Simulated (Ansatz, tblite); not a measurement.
Breaking a bond: SMILES [CH3][Sn]([CH3])([CH3])[CH3], singlet. The C1–H17 bond (C1 also carries H, H, Sn; H17 carries nothing else) is stretched with both fragments frozen at the PBE0/def2-SVP, def2 effective core potentials past Kr optimised geometry.

```
17

C      0.0000     0.0000     0.0000
Sn    -1.7310    -1.0479    -0.7544
C     -1.7096    -3.0838    -0.0347
C     -3.5255    -0.0609    -0.0695
C     -1.6889    -1.0471    -2.9136
H      0.0000     1.0433    -0.3486
H      0.9243    -0.4839    -0.3485
H     -2.5890    -3.6315    -0.4043
H     -1.7240    -3.1028     1.0650
H     -0.8043    -3.6043    -0.3804
H     -3.5624    -0.0496     1.0298
H     -3.5540     0.9780    -0.4299
H     -4.4182    -0.5840    -0.4429
H     -1.6960    -0.0165    -3.2978
H     -0.7819    -1.5497    -3.2805
H     -2.5665    -1.5749    -3.3152
H      0.0000     0.0000     1.1000
```

Computed with: UKS-PBE = Ansatz (a program for electronic structure) with unrestricted PBE/def2-SVP, def2 effective core potentials past Kr; UKS-B3LYP = Ansatz with unrestricted B3LYP/def2-SVP, def2 effective core potentials past Kr; GFN2-xTB, 300 K electronic temperature (tblite); RKS-PBE = restricted PBE/def2-SVP, def2 effective core potentials past Kr run with Ansatz.

Energies are in kcal/mol, each relative to the lowest point of its own curve near equilibrium.

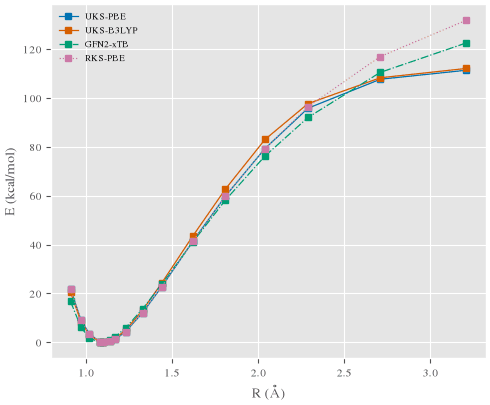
Fig. 1. Energy against bond length for each method.

```json
[
 {"R / Å": "0.91", "UKS-PBE": "21.8", "UKS-B3LYP": "20.6", "GFN2-xTB": "16.7", "RKS-PBE": "21.8"},
 {"R / Å": "0.97", "UKS-PBE": "9.3", "UKS-B3LYP": "8.5", "GFN2-xTB": "6.2", "RKS-PBE": "9.3"},
 {"R / Å": "1.02", "UKS-PBE": "3.4", "UKS-B3LYP": "2.9", "GFN2-xTB": "1.7", "RKS-PBE": "3.4"},
 {"R / Å": "1.08", "UKS-PBE": "0.3", "UKS-B3LYP": "0.2", "GFN2-xTB": "0.0", "RKS-PBE": "0.3"},
 {"R / Å": "1.10", "UKS-PBE": "0.0", "UKS-B3LYP": "0.0", "GFN2-xTB": "0.1", "RKS-PBE": "0.0"},
 {"R / Å": "1.14", "UKS-PBE": "0.3", "UKS-B3LYP": "0.5", "GFN2-xTB": "1.0", "RKS-PBE": "0.3"},
 {"R / Å": "1.17", "UKS-PBE": "1.2", "UKS-B3LYP": "1.6", "GFN2-xTB": "2.3", "RKS-PBE": "1.2"},
 {"R / Å": "1.23", "UKS-PBE": "4.4", "UKS-B3LYP": "5.0", "GFN2-xTB": "5.9", "RKS-PBE": "4.4"},
 {"R / Å": "1.33", "UKS-PBE": "12.2", "UKS-B3LYP": "13.3", "GFN2-xTB": "13.8", "RKS-PBE": "12.2"},
 {"R / Å": "1.44", "UKS-PBE": "22.8", "UKS-B3LYP": "24.3", "GFN2-xTB": "23.8", "RKS-PBE": "22.8"},
 {"R / Å": "1.62", "UKS-PBE": "41.3", "UKS-B3LYP": "43.5", "GFN2-xTB": "41.0", "RKS-PBE": "41.3"},
 {"R / Å": "1.81", "UKS-PBE": "59.8", "UKS-B3LYP": "62.7", "GFN2-xTB": "58.2", "RKS-PBE": "59.8"},
 {"R / Å": "2.04", "UKS-PBE": "79.3", "UKS-B3LYP": "83.0", "GFN2-xTB": "76.2", "RKS-PBE": "79.3"},
 {"R / Å": "2.29", "UKS-PBE": "95.8", "UKS-B3LYP": "97.7", "GFN2-xTB": "92.0", "RKS-PBE": "96.4"},
 {"R / Å": "2.71", "UKS-PBE": "107.7", "UKS-B3LYP": "108.3", "GFN2-xTB": "110.5", "RKS-PBE": "117.0"},
 {"R / Å": "3.21", "UKS-PBE": "111.4", "UKS-B3LYP": "112.1", "GFN2-xTB": "122.5", "RKS-PBE": "131.8"}
]
```

At the longest distance, 3.21 Å, RKS-PBE lies highest above its minimum (131.8 kcal/mol) and UKS-PBE lowest (111.4 kcal/mol).

The unrestricted determinant behind UKS-PBE is spin-contaminated at 2.29 to 3.21 Å (<S²> up to 1.0, against 0.00 for a pure singlet). The unrestricted determinant behind UKS-B3LYP is spin-contaminated at 2.04 to 3.21 Å (<S²> up to 1.0, against 0.00 for a pure singlet). The restricted form behind RKS-PBE keeps the bonding electrons paired and can't separate into open-shell fragments.
